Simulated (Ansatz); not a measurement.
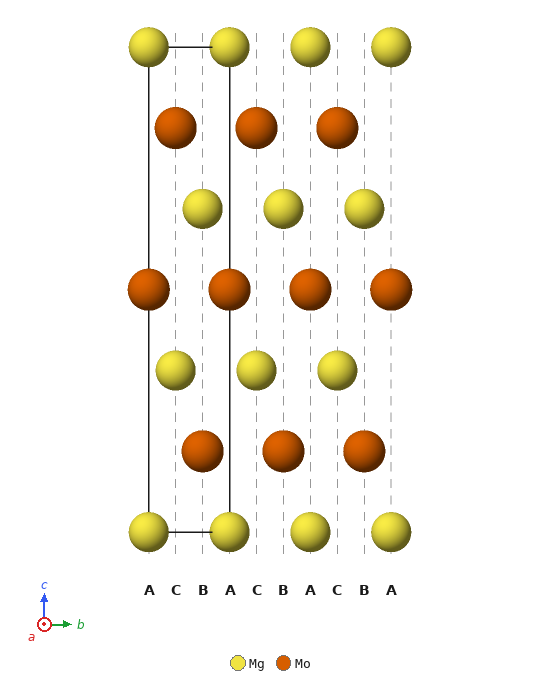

Projection along an edge of the hexagonal mesh, stacking direction c upwards. The dashed lines mark the three columns A (0, 0), B (1/3, 2/3) and C (2/3, 1/3). The sequence starts with the first layer at or above the cell's origin.

MgMo (space group R-3m, No. 166): the end point of a relaxation with DFT, PBEsol, PAW with Ansatz's default frozen-core files, scalar-relativistic (Ansatz); the starting structure was generated, so it need not be a known form of this composition.

### Give the sequence of layers in one repeat, with element and column.

Mg(A) – Mo(B) – Mg(C) – Mo(A) – Mg(B) – Mo(C) (six layers in 14.63 Å).

### Taking all atoms as equal spheres, what packing is it?

As equal spheres, ABCABC: cubic close packing.
